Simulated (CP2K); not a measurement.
# BNH2Cl2 (BCl2(NH2)) at 3 levels

We compute a comparison of 3 runs (AM1, PM6, IPEA1-xTB) of BNH2Cl2 (BCl2(NH2)). 

Program for the calculation: CP2K 2026.2.

1 further run of the same task is left out (it didn't finish).

## (1) The system as given

BNH2Cl2: 6 atoms, total charge 0, spin state singlet. SMILES: `NB(Cl)Cl`. The coordinates come from a GFN2-xTB relaxation.

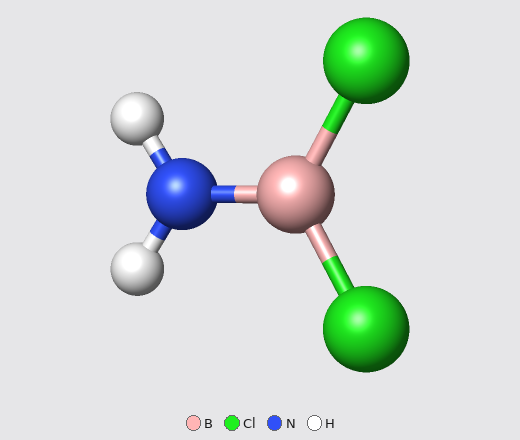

The structure, seen from a chosen angle (boron pink, chlorine green, nitrogen blue, hydrogen white).

## (2) Energy and gradient at AM1 (run 1)

Input file run.inp:

```
&FORCE_EVAL
 METHOD QUICKSTEP
 &DFT
  &QS
   METHOD AM1
   EPS_DEFAULT 1.0E-10
   &SE
    &COULOMB
     CUTOFF [angstrom] 50
     RC_RANGE [angstrom] 0
    &END
    &EXCHANGE
     CUTOFF [angstrom] 50
     RC_RANGE [angstrom] 0
    &END
   &END
  &END
  &POISSON
   PERIODIC NONE
   POISSON_SOLVER ANALYTIC
  &END
  &SCF
   SCF_GUESS ATOMIC
   EPS_SCF 1.0E-07
   MAX_SCF 30
   &OT
    MINIMIZER DIIS
    PRECONDITIONER FULL_ALL
   &END
   &OUTER_SCF
    EPS_SCF 1.0E-07
    MAX_SCF 10
   &END
  &END
  &PRINT
   &MOMENTS
    PERIODIC F
    REFERENCE COM
    MAX_MOMENT 1
   &END
   &MO_CUBES
    NLUMO 3
    NHOMO -1
    WRITE_CUBE F
   &END
   &HIRSHFELD OFF
   &END
  &END
 &END
 &SUBSYS
  &CELL
   ABC 13.3 13.5 10.9
   PERIODIC NONE
  &END
  &COORD
   B      0.292890     0.511460     0.004020
   Cl     1.965580     0.537960     0.461330
   Cl    -0.517930     1.975810    -0.445570
   N     -0.398200    -0.689810    -0.003320
   H     -1.366870    -0.767900    -0.264590
   H      0.024530    -1.567520     0.248130
  &END
  &TOPOLOGY
   &CENTER_COORDINATES
   &END
  &END
 &END
 &PRINT
  &FORCES ON
  &END
 &END
&END

&GLOBAL
 PROJECT_NAME run
 RUN_TYPE ENERGY_FORCE
 PRINT_LEVEL HIGH
&END
```

Started as:

```sh
$ OMP_NUM_THREADS=1 cp2k.psmp -i run.inp -o run.out
```

Output:

```text
CP2K| version string:                                       CP2K version 2026.2
[...]
 GLOBAL| Method name                                                        CP2K
[...]
 GLOBAL| Run type                                                   ENERGY_FORCE
[...]
                             - Atoms:                                          6
[...]
                             - Spherical basis functions:                     18
[...]
 Number of electrons:                                                         24
[...]
     1 OT DIIS     0.15E+00    0.0     0.46935190       -34.7534604413 -3.48E+01
[...]
    12 OT DIIS     0.15E+00    0.0     0.00000009       -38.7924510576 -2.28E-12
  *** SCF run converged in    12 steps ***
  Core-core repulsion energy [eV]:                           1266.74328305307927
  Core Hamiltonian energy [eV]:                             -1722.11814335989811
  Two-electron integral energy [eV]:                        -1200.44283231427971
  Electronic energy [eV]:                                   -2322.33955951703774
  Total energy [eV]:                                        -1055.59627646395870
  Atomic reference energy [eV]:                              1051.13233919461300
  Heat of formation [kcal/mol]:                              -102.94084707433028
[...]
 *** WARNING in qs_scf_post_se.F:661 :: TOT_DENSITY_CUBE  not implemented ***
 *** for Semi-Empirical calculations!                                     ***
 *** WARNING in qs_scf_post_se.F:667 :: E_DENSITY_CUBE not implemented for ***
 *** Semi-Empirical calculations!                                          ***
[...]
 SE_DIPOLE| Moment [Debye]          1.37039857       2.37250030       0.02307384
 SE_DIPOLE| Derivative [a.u.]       0.00000000       0.00000000       0.00000000
[...]
 ENERGY| Total FORCE_EVAL ( QS ) energy [hartree]            -38.792451057561259
 FORCES| Atomic forces [hartree/bohr]
 FORCES|   Atom     x               y               z               |f|
 FORCES|      1 -2.48119170E-02 -4.35289191E-02 -3.80820283E-04   5.01053195E-02
 FORCES|      2  4.09129259E-03  4.19446133E-03  5.74865946E-04   5.88749962E-03
 FORCES|      3  1.39482299E-03  5.77348900E-03 -4.66550368E-04   5.95788348E-03
 FORCES|      4  2.92860059E-03  4.98625863E-03 -9.41421973E-05   5.78345393E-03
 FORCES|      5  1.76756451E-02  9.01486924E-03  3.69703424E-03   2.01832693E-02
 FORCES|      6 -1.27844427E-03  1.95598409E-02 -3.33038734E-03   1.98824866E-02
 FORCES| Sum    -1.38777878E-17 -5.82867088E-16 -1.21430643E-17
 FORCES| Total atomic force                                       5.83158717E-16
[...]
```

It took 0.55 s on 1 thread of Arm Neoverse V2, shared host.

## (3) A single-point energy at PM6 (run 2)

Input file molecule.xyz:

```xyz
6

B      0.292890     0.511460     0.004020
Cl     1.965580     0.537960     0.461330
Cl    -0.517930     1.975810    -0.445570
N     -0.398200    -0.689810    -0.003320
H     -1.366870    -0.767900    -0.264590
H      0.024530    -1.567520     0.248130
```

Input file run.inp:

```
&GLOBAL
  PROJECT_NAME run
  RUN_TYPE ENERGY
  PRINT_LEVEL MEDIUM
&END GLOBAL

&FORCE_EVAL
  METHOD Quickstep
  &DFT
    CHARGE 0
    MULTIPLICITY 1
    &QS
      METHOD PM6
      EPS_DEFAULT 1.0E-10
      &SE
        &COULOMB
          CUTOFF [angstrom] 50
          RC_RANGE [angstrom] 0
        &END COULOMB
        &EXCHANGE
          CUTOFF [angstrom] 50
          RC_RANGE [angstrom] 0
        &END EXCHANGE
      &END SE
    &END QS
    &POISSON
      PERIODIC NONE
      POISSON_SOLVER ANALYTIC
    &END POISSON
    &SCF
      SCF_GUESS ATOMIC
      EPS_SCF 1.0E-06
      MAX_SCF 30
      &OT ON
        MINIMIZER DIIS
        PRECONDITIONER FULL_ALL
        LINESEARCH GOLD
      &END OT
      &OUTER_SCF
        EPS_SCF 1.0E-06
        MAX_SCF 10
      &END OUTER_SCF
    &END SCF
    # extra output
    &PRINT
      &MOMENTS
        PERIODIC F
        REFERENCE COM
        MAX_MOMENT 1
      &END MOMENTS
      &MO_CUBES
        NLUMO 1
        NHOMO -1
        WRITE_CUBE F
      &END MO_CUBES
      &HIRSHFELD OFF
      &END HIRSHFELD
    &END PRINT
  &END DFT
  &SUBSYS
    # vacuum box
    &CELL
      ABC [angstrom] 11.3 11.5 8.9
      PERIODIC NONE
    &END CELL
    &TOPOLOGY
      COORD_FILE_NAME molecule.xyz
      COORD_FILE_FORMAT XYZ
      &CENTER_COORDINATES
      &END CENTER_COORDINATES
    &END TOPOLOGY
  &END SUBSYS
&END FORCE_EVAL
```

Started as:

```sh
$ OMP_NUM_THREADS=1 cp2k.psmp run.inp > run.out
```

Output:

```text
CP2K| version string:                                       CP2K version 2026.2
[...]
 GLOBAL| Method name                                                        CP2K
[...]
 GLOBAL| Run type                                                         ENERGY
[...]
                             - Atoms:                                          6
[...]
                             - Spherical basis functions:                     28
[...]
 Number of electrons:                                                         24
[...]
     1 OT DIIS     0.15E+00    0.0     0.25738491       -25.7521905638 -2.58E+01
[...]
     5 OT DIIS     0.15E+00    0.0     0.00000099       -28.4640157111 -1.28E-09
  *** SCF run converged in     5 steps ***
  Core-core repulsion energy [eV]:                           1209.68771585535114
  Core Hamiltonian energy [eV]:                             -1229.58006644744114
  Two-electron integral energy [eV]:                        -1509.30581404403711
  Electronic energy [eV]:                                   -1984.23297346945969
  Total energy [eV]:                                         -774.54525761410855
  Atomic reference energy [eV]:                               770.61841169461275
  Heat of formation [kcal/mol]:                               -90.55522532970384
[...]
 SE_DIPOLE| Moment [Debye]          1.58160107       2.73850418       0.02557845
 SE_DIPOLE| Derivative [a.u.]       0.00000000       0.00000000       0.00000000
 *** WARNING in qs_scf_post_se.F:140 :: Printing of MO cube files not ***
 *** implemented for Semi-Empirical method.                           ***
 ENERGY| Total FORCE_EVAL ( QS ) energy [hartree]            -28.464015711111660
[...]
```

Run time: 0.44 s. Hardware: 1 thread of Arm Neoverse V2, shared host.

## (4) Energy and gradient at IPEA1-xTB (run 3)

Input file molecule.inp:

```
&GLOBAL
  PROJECT molecule
  RUN_TYPE ENERGY_FORCE
  PRINT_LEVEL MEDIUM
&END

&FORCE_EVAL
  METHOD Quickstep
  &DFT
    &QS
      METHOD XTB
      EPS_DEFAULT 1.0E-10
      &XTB
        GFN_TYPE TBLITE
        &TBLITE
          METHOD IPEA1
        &END
        CHECK_ATOMIC_CHARGES F
      &END
    &END
    &POISSON
      PERIODIC NONE
      POISSON_SOLVER ANALYTIC
    &END
    &SCF
      SCF_GUESS ATOMIC
      EPS_SCF 1.0E-07
      MAX_SCF 68
      ADDED_MOS 8
      &DIAGONALIZATION
        ALGORITHM STANDARD
      &END
      &MIXING
        METHOD DIRECT_P_MIXING
        ALPHA 0.05
      &END
    &END
    &PRINT
      &MOMENTS
        PERIODIC F
        REFERENCE COM
        MAX_MOMENT 1
      &END
      &MO ON
        ENERGIES T
        OCCUPATION_NUMBERS T
        NDIGITS 6
        &EACH
          QS_SCF 0
        &END
        ADD_LAST NUMERIC
      &END
      &HIRSHFELD OFF
      &END
    &END
  &END
  &SUBSYS
    &CELL
      ABC 11.3 11.5 8.9
      PERIODIC NONE
    &END
    &COORD
      SCALED T
      B    0.49942788   0.52672304   0.49956629
      Cl   0.64745354   0.52902739   0.55094944
      Cl   0.42767389   0.65405783   0.44905056
      N    0.43826947   0.42226478   0.49874157
      H    0.35254646   0.41547435   0.46938539
      H    0.47567920   0.34594217   0.52699438
    &END
  &END
  &PRINT
    &FORCES ON
    &END
  &END
&END
```

Started as:

```sh
$ OMP_NUM_THREADS=1 cp2k.psmp molecule.inp > molecule.out
```

Output:

```text
CP2K| version string:                                       CP2K version 2026.2
[...]
 GLOBAL| Method name                                                        CP2K
[...]
 GLOBAL| Run type                                                   ENERGY_FORCE
[...]
                             - Atoms:                                          6
[...]
                             - Spherical basis functions:                     32
[...]
 Number of electrons:                                                         24
[...]
  *** SCF run converged in    15 steps ***
[...]
  Fermi energy:                                                -0.27794514863837
[...]
 TB_DIPOLE| Moment [Debye]         -1.56396882      -2.70849242      -0.02182899
 TB_DIPOLE| Derivative [a.u.]       0.00000000       0.00000000       0.00000000
[...]
 ENERGY| Total FORCE_EVAL ( QS ) energy [hartree]            -15.391943180837117
 FORCES| Atomic forces [hartree/bohr]
 FORCES|   Atom     x               y               z               |f|
 FORCES|      1  1.38500589E-02  2.32710997E-02  1.54931078E-04   2.70812152E-02
 FORCES|      2 -2.10481882E-02  3.53242320E-03 -6.25915248E-03   2.22414305E-02
 FORCES|      3  1.32646548E-02 -1.61386217E-02  6.15379858E-03   2.17778653E-02
 FORCES|      4  4.86716829E-03  8.65759144E-03 -4.07618040E-05   9.93201280E-03
 FORCES|      5 -1.16781235E-02 -5.90486484E-03 -2.24404488E-03   1.32771132E-02
 FORCES|      6  7.44429602E-04 -1.34176278E-02  2.23522951E-03   1.36228911E-02
 FORCES| Sum    -2.11202583E-16  2.91433544E-16 -4.77048956E-18
 FORCES| Total atomic force                                       3.59948329E-16
[...]
```

Wall time 0.26 s (1 thread of Arm Neoverse V2, shared host).

## (5) Overview of the runs

| run | level | task | SCF convergence threshold | energy (Eh) | dipole moment (D) | heat of formation (kcal/mol) | largest force (eV/Å) | wall time |
| --- | --- | --- | --- | --- | --- | --- | --- | --- |
| 1 | AM1 | gradient | 1e-07 | -38.792451 | 2.74 | -102.9 | 2.577 | 0.55 s |
| 2 | PM6 | energy | 1e-06 | -28.464016 | 3.16 | -90.6 | – | 0.44 s |
| 3 | IPEA1-xTB | gradient | 1e-07 | -15.391943 | 3.13 | – | 1.393 | 0.26 s |

## (6) Outcome

| quantity | value |
| --- | --- |
| run 3: total energy | -15.39194 Eh |
| run 3: dipole moment (from atomic charges alone) | 3.13 D |
| run 3: HOMO energy | -13.08 eV |
| run 3: LUMO energy | -6.67 eV |
| run 3: HOMO–LUMO gap | 6.41 eV |
| run 3: largest force on an atom | 1.393 eV/Å |

The dipole moment (its size) runs from 2.74 D (AM1) to 3.16 D (PM6). Some of these are taken from atomic charges alone. Force-field and semi-empirical energies have zeros of their own, so their totals don't compare. All runs together took 1.2 s, the longest 0.55 s.
